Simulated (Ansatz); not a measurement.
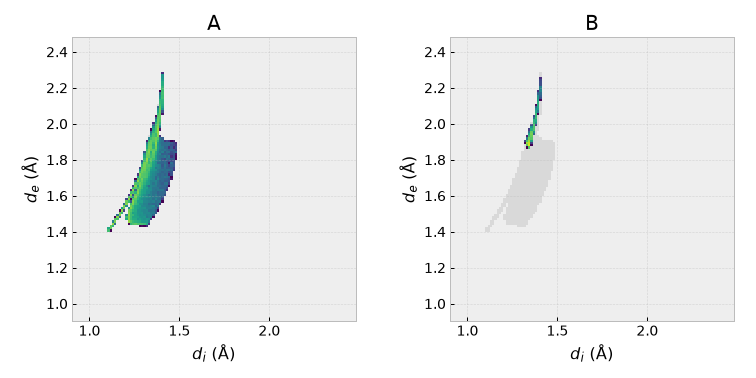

Fingerprint plots of the Hirshfeld surface computed for one C$_{2}$ unit (covalently bonded non-metal atoms) in PbC₂ in space group I4/mmm, each panel colouring one kind of contact over the whole plot in grey. The kinds are C···C, C···Pb, in shuffled order.

The surface is where the fragment's share of the procrystal density (the sum of the densities of spherically averaged neutral Hartree-Fock atoms) equals one half. d_i and d_e are the distances from the surface to the nearest nucleus inside and outside. From Rb on the atoms have core potentials, so only their outer electrons count.

The cell is taken from coordinates from a relaxation (final pressure about 31 GPa) with DFT PBE, scalar-relativistic, plane waves, PAW in Ansatz; the starting structure was generated, so it need not be a known form of this composition.

```yaml
crystal:
  lattice:
    - [3.67563, 0.00000, 0.00000]
    - [0.00000, 3.67563, 0.00000]
    - [0.00000, 0.00000, 6.28129]
  atoms:
    - { symbol: Pb, position: [0.00000, 0.00000, 0.00000] }
    - { symbol: C, position: [0.50000, 0.50000, 0.09979] }
    - { symbol: C, position: [0.00000, 0.00000, 0.40021] }
    - { symbol: Pb, position: [0.50000, 0.50000, 0.50000] }
    - { symbol: C, position: [0.00000, 0.00000, 0.59979] }
    - { symbol: C, position: [0.50000, 0.50000, 0.90021] }
```

Which panel shows which contact, and what share of the surface does each take?

A: C···Pb, 90 % of the area, smallest d_i + d_e about 2.5 Å. B: C···C, 10 % of the area, smallest d_i + d_e about 3.2 Å.

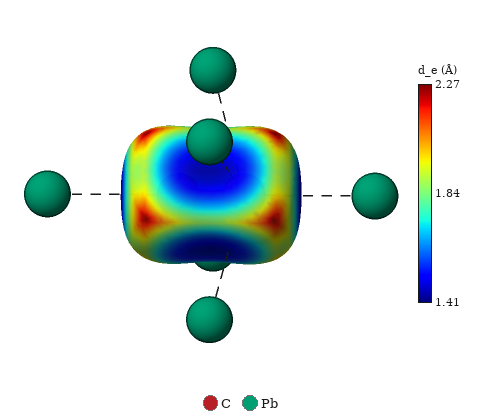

Hirshfeld surface computed for one C$_{2}$ unit (covalently bonded non-metal atoms) in PbC$_{2}$ (I4/mmm), coloured by d_e. Dashed lines lead to the closest neighbours outside.
